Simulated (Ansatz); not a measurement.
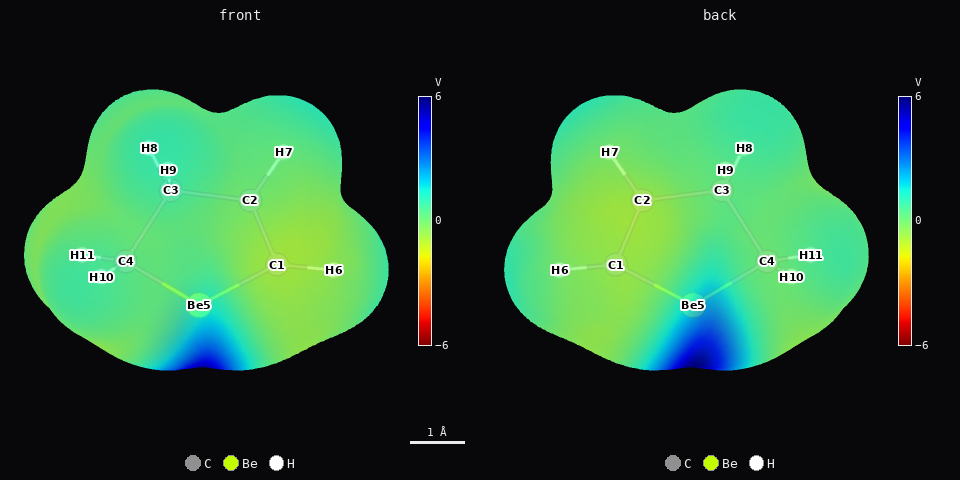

Figure 1: C$_{4}$H$_{6}$Be (SMILES [Be]1[CH]=CC[CH2]1). The molecular electrostatic potential painted on the density surface at 0.004 e/bohr³, seen from the front and from behind; the colour scale runs from red (negative) to blue (positive).

Geometry: B3LYP-D3(BJ)/6-311G**.

Method: Ansatz, isolated molecule in a Gaussian basis; Kohn-Sham density functional theory, functional PBE0.

```xyz
11

C     0.7872   -0.6497   -2.3409
C     1.2210    0.2151   -1.3967
C     2.4738    1.0794   -1.5996
C     3.1669    0.8456   -2.9903
Be    1.9972   -0.2828   -3.3764
H    -0.0992   -1.2455   -2.1692
H     0.7124    0.3525   -0.4385
H     3.1684    0.8669   -0.7786
H     2.1834    2.1299   -1.4818
H     3.2007    1.7670   -3.5736
H     4.1930    0.4965   -2.8654
```

**Describe the electrostatic potential map.**

The most negative region (about −0.8 V) lies over the π face of C1 and C2, the most positive (about +5.7 V) over Be5.
